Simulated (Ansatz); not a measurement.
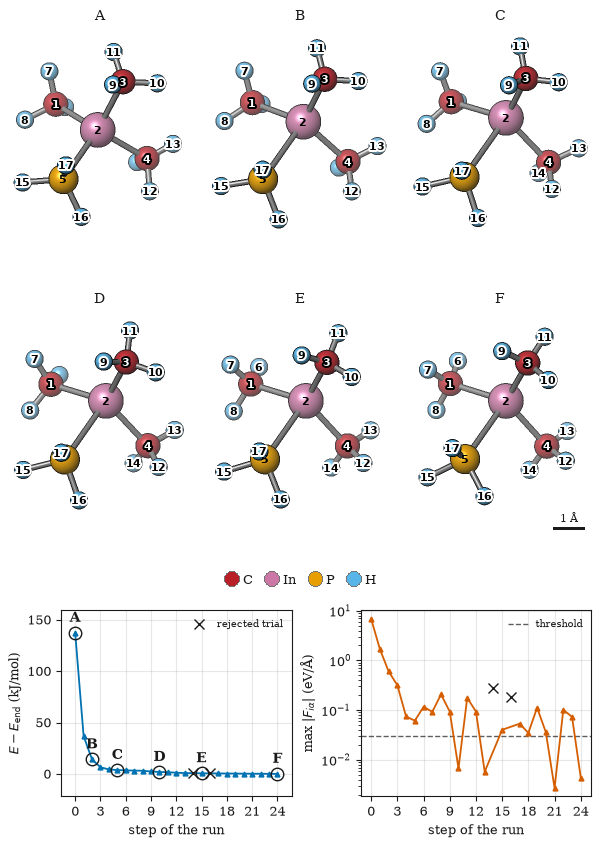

Frames of a relaxation of C₃H₁₂InP (coarse preliminary run), marked on the history of the run. A ball-and-stick model, seen from a free direction.

The start comes from a force field.

The calculation used RKS PBE-D4/def2-SVP (Ansatz).

The input:
```yaml
crystal:
  periodic: [false, false, false]
  atoms:
    - {symbol: C, position_ang: [-0.570100, 0.962400, -1.870300]}
    - {symbol: In, position_ang: [0.042100, -0.028800, -0.070200]}
    - {symbol: C, position_ang: [2.048400, 0.610500, 0.416500]}
    - {symbol: C, position_ang: [0.090800, -2.178500, -0.411500]}
    - {symbol: P, position_ang: [-1.475800, 0.529200, 1.788700]}
    - {symbol: H, position_ang: [-0.719200, 0.290000, -2.709800]}
    - {symbol: H, position_ang: [0.153900, 1.782300, -2.156200]}
    - {symbol: H, position_ang: [-1.560900, 1.506400, -1.699000]}
    - {symbol: H, position_ang: [2.065200, 1.223200, 1.407200]}
    - {symbol: H, position_ang: [2.723500, -0.284100, 0.598600]}
    - {symbol: H, position_ang: [2.477900, 1.227200, -0.375100]}
    - {symbol: H, position_ang: [-0.541300, -2.672600, 0.418900]}
    - {symbol: H, position_ang: [1.007400, -2.549500, -0.425700]}
    - {symbol: H, position_ang: [-0.486600, -2.391100, -1.368600]}
    - {symbol: H, position_ang: [-2.497700, 1.373000, 1.343300]}
    - {symbol: H, position_ang: [-2.040200, -0.612300, 2.333000]}
    - {symbol: H, position_ang: [-0.736400, 1.212300, 2.820300]}
basis:
  gaussian: {orbitals: def2-SVP}
hamiltonian: {xc: pbe, dispersion: d4}
relax: {f_tol: 0.03, max_steps: 200}
```

Launched with:
```bash
ansatz run in.yaml --threads 4 --pin off --events-out ev --progress --plain --max-ram 11315MiB
```

What happens along the run?

Answer. The largest moves after the best rigid fit, 1.03 Å, are those of H6 and H11. By element the largest moves are H 1.03 Å, In 0.59 Å, C 0.22 Å, P 0.13 Å. Near-neighbour distances that change, for instance: In2–P5 2.464 → 2.923 Å, C4–H13 0.989 → 1.110 Å, C1–In2 2.144 → 2.202 Å, C3–H9 1.165 → 1.108 Å. Bond angles that change, for instance: C1–In2–P5 110.7° → 94.4°, C3–In2–P5 109.6° → 94.4°, H15–P5–H16 109.0° → 95.8°. Groups turn about In2–P5 by about 20°. After 22 accepted moves (24 points after the start) the energy has fallen by 137.2 kJ/mol. The largest force component goes from 6.9 to 0.0044 eV/Å. The line search rejected the trial steps at points 14, 16 of the run. The forces were under the threshold at step 10, but the run went on from there. From step 0 to 2: In2 moves most (0.40 Å), energy −123.1 kJ/mol. From step 2 to 5: In2 moves most (0.19 Å), energy −10.3 kJ/mol. From step 5 to 10: H atoms move most (0.34 Å), energy −1.90 kJ/mol. From step 10 to 15: H atoms move most (0.29 Å), energy −1.24 kJ/mol. From step 15 to 24: H atoms move most (0.28 Å), energy −0.60 kJ/mol.

```csv
step,"E − E(0), kJ/mol","largest force component, eV/Å",note
0,0.00,6.8904,
1,-100.44,1.6938,
2,-123.11,0.6019,
3,-130.72,0.3179,
4,-132.84,0.0746,
5,-133.44,0.0614,
6,-133.71,0.1165,
7,-133.97,0.0926,
8,-134.11,0.2074,
9,-134.80,0.0936,
10,-135.34,0.0068,
11,-135.52,0.1769,
12,-136.03,0.0936,
13,-136.34,0.0058,
14,-135.89,0.2842,rejected
15,-136.58,0.0403,
16,-136.50,0.1831,rejected
17,-136.66,0.0534,
18,-136.82,0.0348,
19,-136.83,0.1120,
20,-136.95,0.0361,
21,-137.00,0.0027,
22,-137.04,0.1015,
23,-137.11,0.0733,
24,-137.18,0.0044,
```
